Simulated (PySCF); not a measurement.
SMILES F[SiH](F)O[SiH2]O[SiH3] (H6F2O2Si3), singlet at its PBE0/def2-SVP optimised geometry (Å):

```
13

Si    -1.4745    -2.7238     2.4805
O     -0.3232    -2.3235     1.3474
Si     0.2076    -1.5557     0.0000
O     -0.3158     0.0294     0.0000
Si    -0.9896     1.2168     0.8760
F     -2.0215     0.5651     1.9316
F      0.1288     1.9701     1.7492
H     -1.2898    -4.1609     2.8313
H     -1.2915    -1.8878     3.6989
H     -2.8437    -2.5243     1.9223
H      1.6909    -1.5557     0.0000
H     -0.3528    -2.1903    -1.2212
H     -1.6909     2.1903     0.0301
```

Level of theory: PySCF with PBE0/def2-TZVP. Cells within 0.4 Å of a nucleus heavier than hydrogen are left out (blank, or x).

Map of the electron localisation function on the plane z = 0.6 Å:

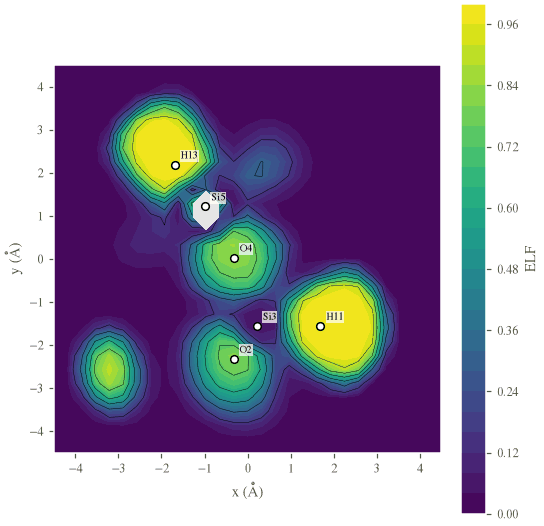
Figure. Electron localisation function on the plane z = 0.6 Å.
